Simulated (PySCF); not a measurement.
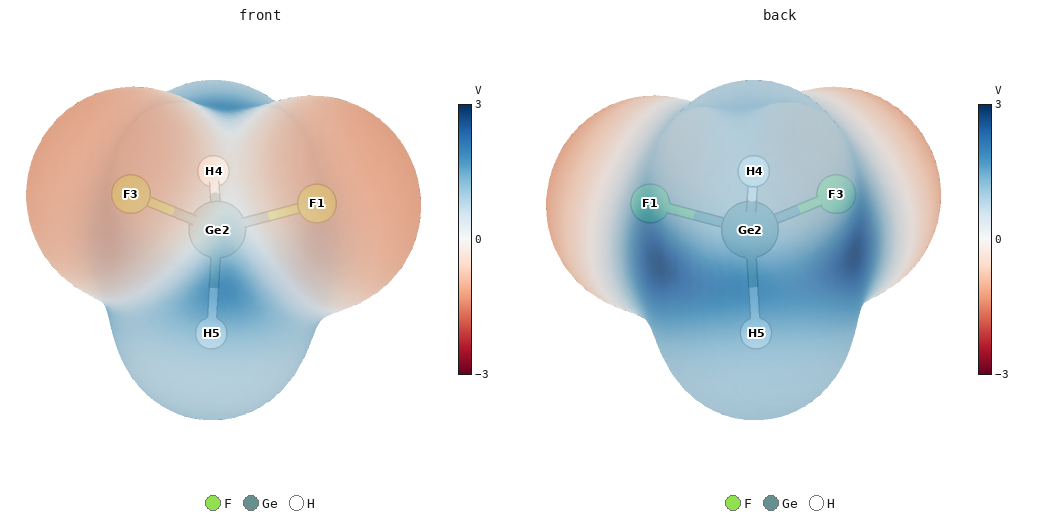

Figure 1: F₂GeH₂ (SMILES [F][GeH2][F]). The electrostatic potential painted on the density surface at 0.002 e/bohr³, seen from the front and from behind; the colour scale runs from red (negative) to blue (positive).

Geometry: PBE0-D3(BJ)/def2-SVP.

Level of theory: DFT single point, gas phase, functional M06-2X (PySCF).

```yaml
atoms:
  - { symbol: F, position_ang: [-1.1050, 1.2440, 0.0255] }
  - { symbol: Ge, position_ang: [-0.0234, -0.1039, -0.0081] }
  - { symbol: F, position_ang: [1.5574, 0.5959, -0.0314] }
  - { symbol: H, position_ang: [-0.1826, -0.8702, 1.3053] }
  - { symbol: H, position_ang: [-0.2305, -0.8476, -1.3278] }
```

Which sites attract a positive test charge, and which a negative one?

Answer. A positive charge is drawn to the negative regions and a negative charge to the positive ones. The most negative region (about −1.2 V, or −28 kcal/mol for a unit charge) lies over F1 and F3, the most positive (about +2.6 V, or +60 kcal/mol for a unit charge) over Ge2.

What dipole moment does the calculation give?

Answer. Its dipole moment is 2.73 D.
